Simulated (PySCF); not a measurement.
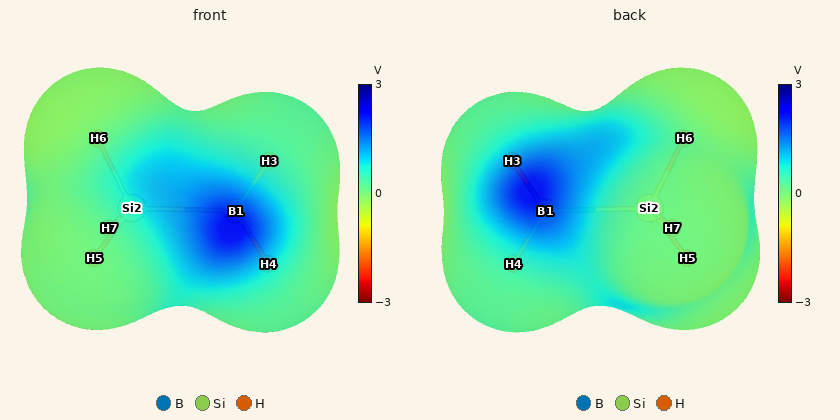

Figure. BH5Si. The molecular electrostatic potential painted on the density surface at 0.002 e/bohr³, seen from the front and from behind; red is negative and blue positive.

Geometry: GFN2-xTB.

Computed with PBE0/pcSseg-1, SCF density, gas phase, non-relativistic in PySCF.

```xyz
7

B     1.1923   -0.1153   -0.0013
Si   -0.7529    0.0899   -0.0075
H     1.9197    0.7956   -0.1061
H     1.6870   -1.1705    0.1095
H    -1.3840   -0.3977    1.2310
H    -1.2535    1.4647   -0.1595
H    -1.4054   -0.6619   -1.0932
```

Describe the electrostatic potential map.

Answer. The most negative region (about −0.2 V) lies over H6, the most positive (about +2.3 V) over B1.

What dipole moment does the calculation give?

Answer. Its dipole moment is 0.63 D.
